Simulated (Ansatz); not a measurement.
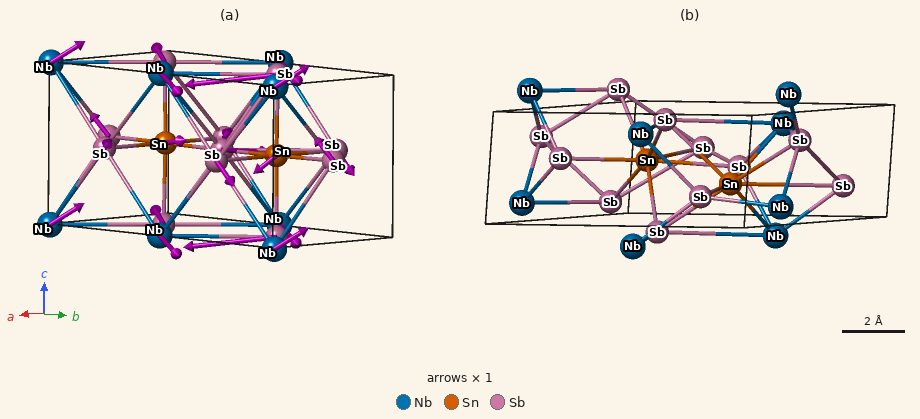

The structure of a crystal of NbSnSb3 (built on the KZnF3-221 type type) before (left) and after (right) a relaxation, at one scale. The purple arrows give the displacements (the part carried along by the change of the cell is left out), at their true length.

A ball-and-stick model of the cell of the calculation, seen from a free direction.

Case: shaken.

The calculation used DFT, PBEsol, plane waves, PAW (Ansatz 0.2.0).

Input file:
```yaml
crystal:
  lattice:
    - [5.3123741273, -0.0438029735, 0.0094164827]
    - [-0.087605947, 10.6753046103, 0.0524068808]
    - [0.0094164827, 0.0262034404, 5.3398043404]
  atoms:
    - { symbol: Nb, position: [-0.0081599394, 0.0030698177, -0.0057161933] }
    - { symbol: Sn, position: [0.4992796339, 0.2528305585, 0.5030013697] }
    - { symbol: Sb, position: [0.0038819027, 0.2500479531, 0.5029744609] }
    - { symbol: Sb, position: [0.5017866995, 0.0020537705, 0.5062211473] }
    - { symbol: Sb, position: [0.5009219541, 0.2479864082, 0.0016047173] }
    - { symbol: Nb, position: [0.0067418796, 0.5003014378, 0.0024902073] }
    - { symbol: Sn, position: [0.5051397813, 0.7502926657, 0.5005810437] }
    - { symbol: Sb, position: [0.0023627221, 0.7481729511, 0.4990553402] }
    - { symbol: Sb, position: [0.4873267557, 0.4987163526, 0.4957669063] }
    - { symbol: Sb, position: [0.4992857024, 0.7509211508, -0.0025054991] }
kpoints:
  mp_grid: { grid: [4, 2, 4] }
hamiltonian:
  xc: pbesol
scf:
  occupations: { method: fermi_dirac, width: 0.05 }
relax:
  f_tol: 0.01
  cell: {}
  max_steps: 120
output:
  write_density: true
  write_potential: true
  elf: true
  volumetric_format: npy
```

Command:
```bash
ansatz run input.yaml --threads 2 --pin off --max-ram 2211MiB --backend cpu --events-out ev --progress --plain --runs-dir out
```

Question: Describe what moved and what it gained.

Answer: The run was cut off at its time limit before the program reported convergence, but its last step already meets the force threshold: the largest component is 0.0059 eV/Å against 0.01 eV/Å. The pressure is within 0.01 GPa of its target. The atom that moves furthest relative to the cell is Sb10 (3.13 Å along [3 −2 −1]). Largest moves by element: Sb 3.13 Å, Nb 2.54 Å, Sn 1.00 Å. The drawn cell changes as follows: a 5.313 → 5.980 Å (+12.6 %), b 10.676 → 11.505 Å (+7.8 %), c 5.340 → 3.742 Å (−29.9 %), α 89.4° → 80.6°, β 89.8° → 90.0°, γ 90.9° → 98.7°; the volume changes by −17.1 %. Near-neighbour distances that change, for instance: Nb1–Sb10 3.841 → 8.801 Å, Sb5–Nb6 3.773 → 7.823 Å, Sb4–Nb6 6.469 → 2.905 Å, Sb9–Sb10 6.518 → 3.048 Å. New bonds form: Nb6–Sn7 (4.57 → 2.83 Å), Nb6–Sn7 (4.60 → 2.83 Å), Sb4–Nb6 (6.47 → 2.90 Å), Sb4–Sn7 (5.93 → 3.20 Å). Bonds break: Sn2–Sb4 (2.68 → 4.59 Å). Bond angles that change, for instance: Sb5–Sn2–Sb5 177.7° → 74.1°, Sn2–Sb5–Sn2 177.7° → 74.1°, Sb10–Sn7–Sb10 178.6° → 77.3°. The space group stays P1 (No. 1). Over 30 accepted moves (32 points after the start) the energy falls by 1461 meV per atom. Largest force component: 0.57 eV/Å at the start, 0.0059 eV/Å at the end. The pressure goes from 1.38 to 0.00 GPa. The line search rejected the trial steps at points 28, 31 of the run. Cost: 25 min on 2 threads of Intel(R) Xeon(R) Processor @ 2.50GHz (Skylake/Cascade Lake) (shared host), peak memory 0.87 GiB.
